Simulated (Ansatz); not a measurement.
**H5InNSi (SMILES N[SiH2][InH]) (doublet): density, localisation and related maps**

The calculation's input:

```
basis:
  gaussian:
    orbitals: def2-TZVPD
crystal:
  periodic: [false, false, false]
  atoms:
    - {symbol: In, position_ang: [-0.417056, 1.680740, 2.426506]}
    - {symbol: N, position_ang: [-1.776951, 3.152516, -0.582597]}
    - {symbol: Si, position_ang: [-1.848273, 1.606565, 0.211774]}
    - {symbol: H, position_ang: [-2.500581, 3.415467, -1.243979]}
    - {symbol: H, position_ang: [-0.880018, 3.537387, -0.856033]}
    - {symbol: H, position_ang: [-3.290609, 1.376631, 0.538710]}
    - {symbol: H, position_ang: [-1.416541, 0.409757, -0.601783]}
    - {symbol: H, position_ang: [1.064379, 2.659988, 2.483609]}
magnetization:
  spin_polarized: true
  initial_magnetization: 1
hamiltonian:
  xc: {name: PBE0}
output: {forces: true, orbitals: {seedname: orbitals}}
```

Command:

```sh
ansatz run input.yaml --threads 2 --pin off --max-ram 4350MiB --events-out events.jsonl --progress --plain --runs-dir runs
```

Geometry: PBE0-D3(BJ)/def2-SVP; core potentials replace the inner electrons of In.

The calculation used isolated molecule in a Gaussian basis; Kohn-Sham density functional theory, functional PBE0 (Ansatz 0.2.0).

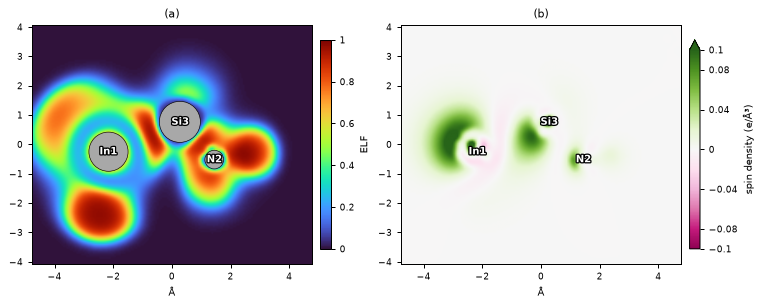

Figure 1. (a) electron localisation function; (b) spin density (α minus β) on the plane of atoms In1, Si3 and N2. Grey discs cover the atomic cores in the ELF map.

> Describe what can be read from this map.

- The section cuts through In, N and Si sites.
- Si–N (1.74 Å): the ELF peaks at about 0.90 between the atoms: a polar covalent bond.
- In–Si (2.64 Å): the ELF peaks at about 0.95 between the atoms; a shared electron pair.
- The unpaired spin (1 electron) lies mostly on In1 (about 0.7), Si3 (about 0.2) and H8 (about 0.1), in electrons by Hirshfeld's partition.

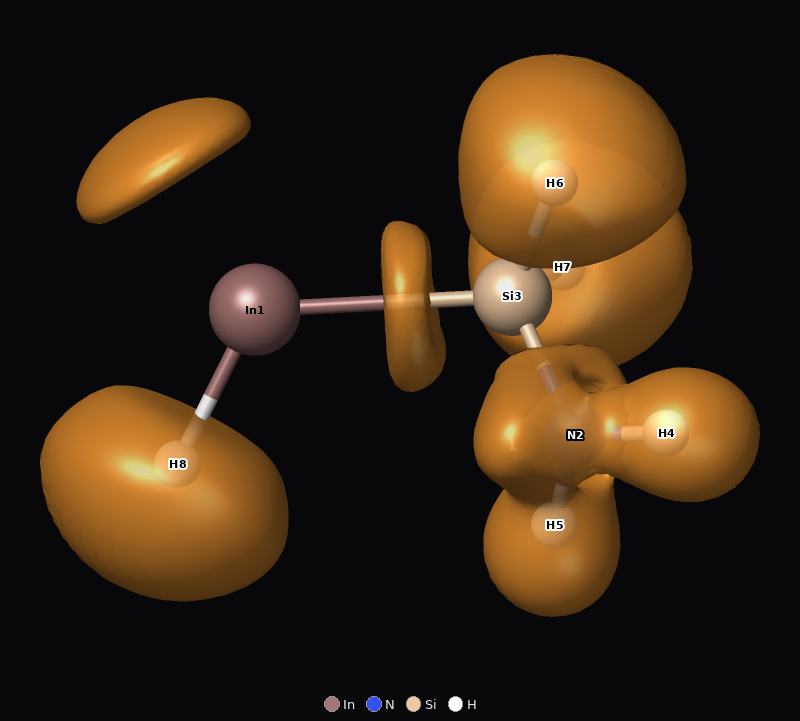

Figure 2. Isosurface of the electron localisation function at 0.75 (orange), seen at a tilt. Only the valence region is drawn (cores and ρ < 0.01 e/Å³ removed).

> Describe the localisation domains.

The surface consists of one region between bonded In–Si atoms (shared pairs), three regions around hydrogen nuclei, one lobe on In, pointing away from the bonds (non-bonding electrons) and one joined region spread over several atoms (H, N), in which their bonds and any lone pairs are merged.

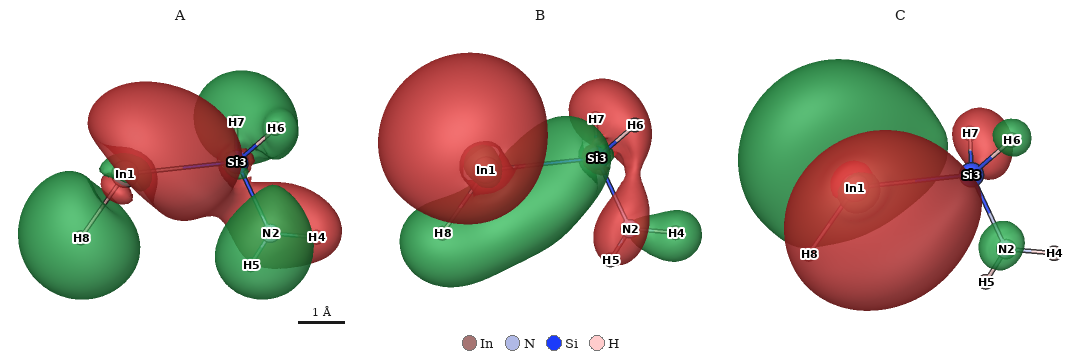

Figure 3. Three frontier orbitals at ±0.06 Å⁻³ᐟ² (green and red are the two phases), in no order.

> Which picture is the HOMO−1, the HOMO and the LUMO? All are α orbitals.

A is the HOMO−1 (α) (−7.09 eV). By Hirshfeld shares it lies mainly on In1 (about 30 %), N2 (about 20 %), Si3 (about 20 %), H8 (about 20 %) and H7 (about 5 %). B is the HOMO (α) (−5.08 eV). Its weight (Hirshfeld) is mainly on In1 (about 70 %), Si3 (about 15 %) and H8 (about 5 %). C is the LUMO (α) (−2.03 eV). Its weight (Hirshfeld) is mainly on In1 (about 85 %) and Si3 (about 10 %).

> What is the gap between the highest occupied and lowest empty α orbitals?

3.05 eV between the orbital energies.
